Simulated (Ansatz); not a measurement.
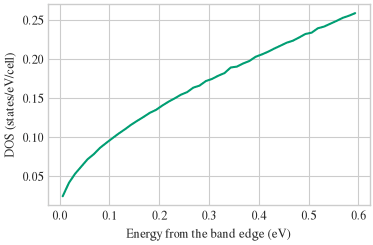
Figure. Density of states of SrO (Fm-3m) above the conduction band minimum, Ansatz (a quantum-chemistry and plane-wave program) with PBEsol, rigid bands; cell volume 33.6 Å³.

Task: What effective density of states at 300 K does this give (∫ g(E) exp(−E/k_BT) dE, both spins, divided by the cell's size)?

Result: 3.4e19 cm⁻³, a density-of-states mass of 1.22 mₑ, valleys and band degeneracy included.

Spin-orbit coupling is left out. Geometry: cell and atoms relaxed with PBEsol.
